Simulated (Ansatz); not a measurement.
Input

```
crystal:
  periodic: [false, false, false]
  atoms:
    - { symbol: B, position_ang: [-0.8416, -0.6303, -0.3294] }
    - { symbol: "N", position_ang: [0.3089, 0.0362, -1.0621] }
    - { symbol: Si, position_ang: [0.6651, 0.1492, 0.6136] }
    - { symbol: H, position_ang: [-1.8967, -1.0506, -0.3594] }
    - { symbol: H, position_ang: [0.0084, 0.9778, -1.3985] }
    - { symbol: H, position_ang: [0.3191, 1.4166, 1.2964] }
    - { symbol: H, position_ang: [1.4982, -0.967, 1.1938] }
basis:
  gaussian: { orbitals: def2-SVP }
hamiltonian:
  xc: b3lyp
relax:
  f_tol: 0.02
  max_steps: 40
scf:
  lower_state_search: "off"
output:
  orbitals: {}
```

Launched as:

```sh
ansatz run input.yaml --threads 1 --pin off --max-ram 2048MiB --backend cpu --events-out ev --progress --plain --runs-dir out
```

The fields are those of the relaxed geometry.

Computed with Ansatz 0.2.0, RKS B3LYP/def2-SVP.

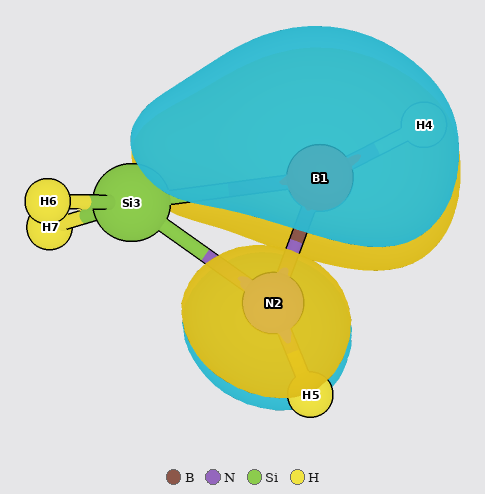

BH4NSi (SMILES B1N[SiH2]1). The LUMO at ±0.1 Å⁻³ᐟ² (yellow and cyan are the two phases), seen at a tilt.

Q: Where does this orbital lie, and at what energy?

A: By Hirshfeld shares it lies mainly on B1 (about 55 %), N2 (about 25 %) and H4 (about 5 %). Its energy is −0.20 eV.
